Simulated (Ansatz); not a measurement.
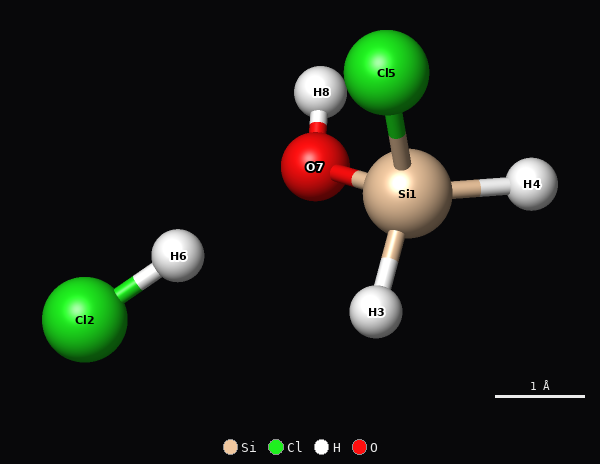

**Figure 1.** The input geometry (ball-and-stick view, seen at a tilt; atoms are numbered from 1 in the order of the input).

SiH4Cl2O: single-point calculation

System: SiH4Cl2O.
Method: RKS PBE0-D4/def2-TZVPP (Ansatz 0.2.0).

The geometry is the product side of a reaction. The reaction was set up to form Si1–O7 and Cl2–H6 and to break Si1–Cl2 and H6–O7 (atoms counted from 1 in the order of the input); sticks are drawn by distance alone. The geometry comes from this level: PBE0-D4/def2-TZVP.

Log:
```
Functional definition: PBE0
  name "PBE0"
  cite "Adamo & Barone, J. Chem. Phys. 110, 6158 (1999) doi:10.1063/1.478522"
  cite "Perdew, Burke & Ernzerhof, Phys. Rev. Lett. 77, 3865 (1996) doi:10.1103/PhysRevLett.77.3865"
  parent pbe
  parameter a = 0.25
  parameter kappa = 0.804
  parameter beta = 0.06672455060314922
  exchange = (1 - a)*pbe_x(kappa = kappa, mu = beta*pi^2/3) + a*exact_x
  correlation = pbe_c(beta = beta)
1328 factors; their error is unknown
mean field evaluation 1: about -35022.3301 eV, gradient 5.0e1 eV
mean field evaluation 2: about -35015.7697 eV, gradient 7.8e1 eV
mean field evaluation 4: about -35026.1851 eV, gradient 2.2e0 eV
mean field evaluation 8: about -35026.1928 eV, gradient 2.5e-2 eV
mean field evaluation 16: about -35026.2784 eV, gradient 1.9e-5 eV
mean field -35026.27843571 eV, -1287.1919908483 hartree, gradient 1.9e-5 eV, S^2 0.000000; 0 other end points of the search recorded, 0 dependent functions left out
reference -35026.27846800 eV, -1287.1919920349 hartree; 30, 30 occupied and 183, 183 virtual orbitals, 1328 factors
Total energy: -35026.41191803 eV, -1287.1968962331 hartree
```

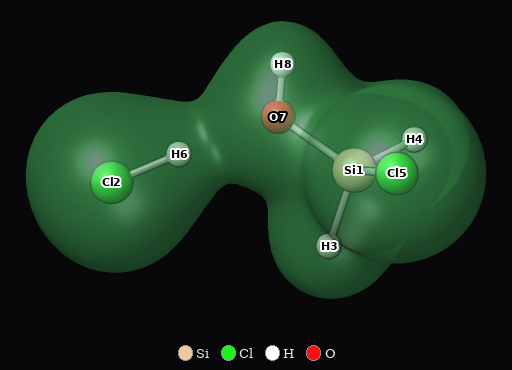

**Figure 2.** Isosurface of the electron density at 0.05 e/Å³ (green), seen face on. At this value the surface is in one piece. On the grid the lowest density along these lines, outside the cores, is 0.2 e/Å³ (O···H, 1.89 Å), 1 e/Å³ (Si–O, 1.65 Å), 0.68 e/Å³ (Si–Cl, 2.05 Å) and 2.4 e/Å³ (O–H, 0.96 Å).

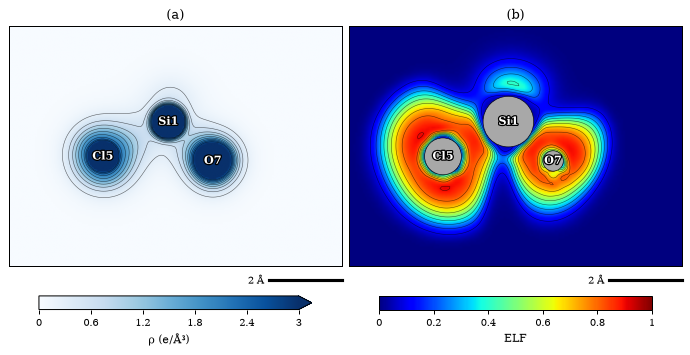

**Figure 3.** (a) electron density; (b) ELF on the plane of atoms Cl5, Si1 and O7. Grey discs, where drawn, cover atomic cores. The section cuts through Si, Cl and O sites. Si–Cl (2.05 Å): ρ at the midpoint is about 0.92 e/Å³; the ELF peaks at about 0.85 between the atoms, which marks a polar covalent bond.

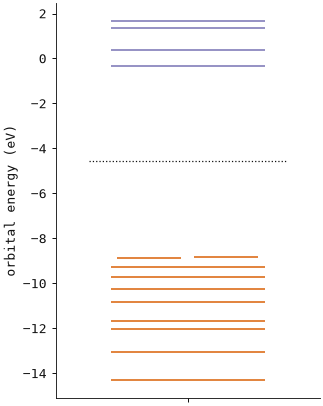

**Figure 4.** Orbital energies near the frontier; the dotted line parts filled from empty levels, and levels within 0.02 eV of each other stand side by side. Highest filled −8.83 eV, lowest empty −0.32 eV, 8.51 eV apart.

This output came from the following input.

The input:
```yaml
crystal:
  periodic: [false, false, false]
  atoms:
    - {symbol: Si, position_ang: [-0.045670, 0.923864, -0.615278]}
    - {symbol: Cl, position_ang: [0.793617, -3.074780, 0.764718]}
    - {symbol: H, position_ang: [0.810608, 0.190289, -1.562489]}
    - {symbol: H, position_ang: [-1.209354, 1.575221, -1.253362]}
    - {symbol: Cl, position_ang: [1.041935, 2.404806, 0.285357]}
    - {symbol: H, position_ang: [0.239070, -1.907997, 0.678132]}
    - {symbol: O, position_ang: [-0.531824, -0.195612, 0.490303]}
    - {symbol: H, position_ang: [-1.098281, 0.084110, 1.212719]}
basis:
  gaussian: {orbitals: def2-TZVPP}
hamiltonian: {xc: pbe0, dispersion: d4}
output: {orbitals: {seedname: orbitals}}
```

Launched with:
```bash
ansatz run in.yaml --threads 4 --pin off --events-out ev --progress --plain --max-ram 9574MiB
```

Key numbers:

- outcome: converged
- total energy: −35026.4119 eV
- mean-field energy: −35026.2785 eV
- dispersion energy: −0.1335 eV
- SCF solution under orbital rotations: stable
- HOMO: −8.83 eV
- LUMO: −0.32 eV
- hardware: 4 threads of Intel Xeon @ 2.50GHz, 180 GiB of memory available, shared host
- wall time: 6 s (CPU time 16 s)
- peak memory: 0.51 GiB
